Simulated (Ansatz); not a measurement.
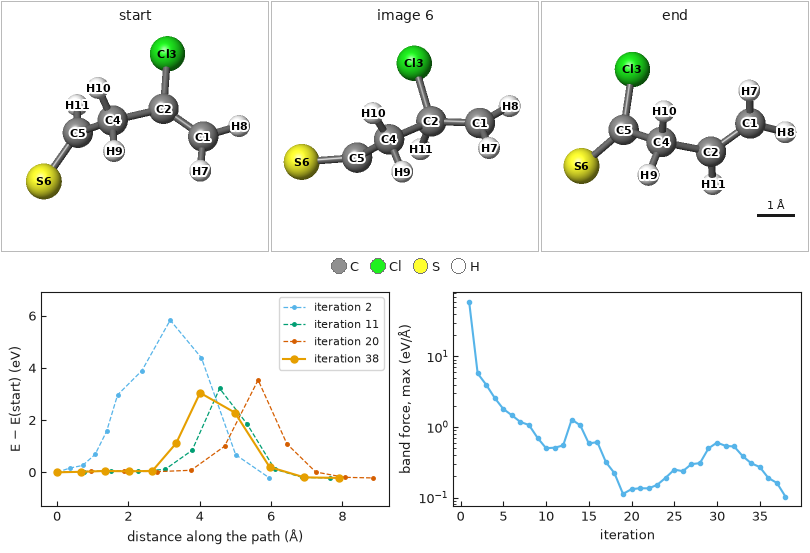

A nudged-elastic-band calculation for C$_{4}$H$_{5}$ClS. Images are numbered from 0 (start) to 10 (end). The plot follows the band through its iterations. Style: ball-and-stick. Shown at a tilt.

Level of theory: Ansatz, RKS BLYP-D4/def2-SVP. Run with 9 movable images; climbing image; force threshold 0.05 eV/Å; iteration limit 38; starting path through a guess of the saddle point.

**Judge this run.**

The result isn't final. The band hadn't converged when the run stopped after 38 iterations. The largest component of the band force went from 60 to 0.1 eV/Å. The barrier read from it is provisional, though the highest image hardly moved in the last two iterations. The first iteration put the highest image at 16.34 eV. The highest point, image 6, lies 3.05 eV above the start and 3.26 eV above the end; the end is at −0.21 eV relative to the start.

The run took 23 min on 2 threads of Arm Neoverse N1, on a shared host, peak memory 0.18 GiB.
